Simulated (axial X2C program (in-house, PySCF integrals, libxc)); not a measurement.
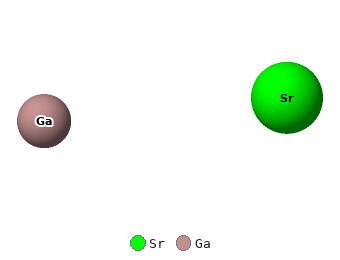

Fig. 1: The molecule at the reference distance of 3.274 Å.

**Relativistic diatomic calculation for SrGa**

SrGa, single determinant with M_S = 1/2 and |Λ| = 1. Computed at this level: PBE50, spin-free X2C-1e, Sr dyall-cv3z, Ga dyall-cv3z (cores contracted) (axial X2C program (in-house, PySCF integrals, libxc)).

## Input file
```
{"zs": [38, 31], "q": 0, "bas": ["dyall-cv3z", "dyall-cv3z"], "levels": ["PBE0", "HF", "PBE50"], "cc": true, "r0": 3.09, "thr": -1.0, "nmax": 90, "npts": 10, "nst": 2, "ntry": 6}
```

The line is the task of a batch: nuclear charges, charge, bases, the levels to run, a first guess of the distance and further settings. This report covers PBE50 without spin-orbit coupling. The log is that of the reference distance 3.274 Å.

Hardware: 1 thread of Arm Neoverse V1, 24 GiB of memory available, shared host.

Launched within a batch (the task file carries these settings):
```bash
python <driver script> task.json out
```

## The program's output
```
spin-free X2C-1e  PBE50
basis functions 241  fitting functions 1308  grid points 5805
iter        total energy     max residual
   1      -5122.706694937     1.14e-01
   2      -5122.711041610     9.21e-03
   3      -5122.711272111     2.14e-02
   4      -5122.711741444     2.40e-03
   5      -5122.711844447     1.30e-03
   6      -5122.711937045     2.58e-03
   7      -5122.711947316     7.75e-04
   8      -5122.711949777     2.13e-04
   9      -5122.711950108     1.67e-04
  10      -5122.711950187     2.34e-05
  11      -5122.711950195     1.36e-05
converged
one-electron -7487.96370578  Coulomb 2356.46969247  exact exchange -89.24209081  xc functional -92.37619869  nuclear repulsion 190.40035262
```

## The points of the curve

```tsv
R (Å)	E (hartree)	dipole (D; origin at the first atom, positive when the second is positive)	highest filled (eV)	lowest empty (eV)
2.848	−5122.703097	−2.56	−4.54	−1.73
2.979	−5122.708518	−2.76	−4.60	−1.63
3.078	−5122.710735	−2.89	−4.51	−1.57
3.176	−5122.711781	−3.00	−4.43	−1.52
3.274	−5122.711950	−3.08	−4.36	−1.47
3.389	−5122.711356	−3.15	−4.29	−1.48
3.503	−5122.710183	−3.17	−4.24	−1.50
3.651	−5122.708196	−3.15	−4.21	−1.53
3.831	−5122.705495	−3.01	−4.20	−1.55
4.093	−5122.701787	−2.65	−4.23	−1.56
```

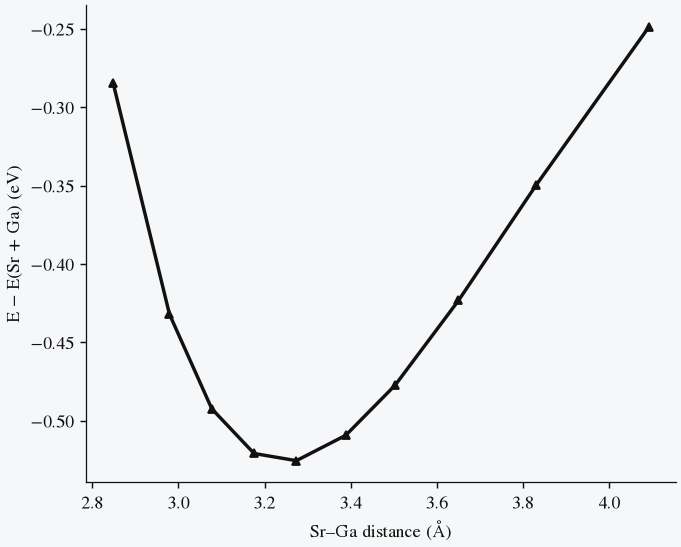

Fig. 2: Energy at 10 bond lengths, for one set of occupations held fixed; the line joins the points. A polynomial of degree 6 through 9 points gives rₑ = 3.247 Å, ωₑ = 117.6 cm⁻¹, ωₑxₑ = 0.58 cm⁻¹ and Bₑ = 0.04139 cm⁻¹. The minimum lies 0.53 eV below Sr + Ga, each computed as one determinant at the same level.

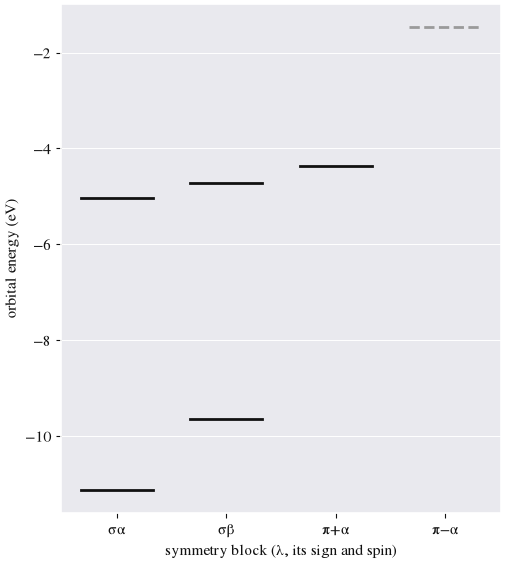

Fig. 3: Orbital energies near the frontier at 3.27 Å, filled (solid) and empty (dashed); a label such as π−α means λ = −1 and α spin. The highest filled orbital (π+α; 76 % Ga p, 12 % Sr d) lies at −4.36 eV, the lowest empty one (π−α; 66 % Ga p, 21 % Sr p) at −1.47 eV.

## Key numbers

- outcome: converged
- bond length rₑ: 3.247 Å
- ωₑ: 117.6 cm⁻¹
- energy at the minimum: −5122.71198 hartree
- depth below the fragments: 0.53 eV
- largest ⟨S²⟩ along the curve: 1.29
- wall time: 12 s
- peak memory: 0.59 GiB

## Notes

⟨S²⟩ reaches 1.29 where a pure state of this multiplicity has 0.75, so the determinant is spin-contaminated.
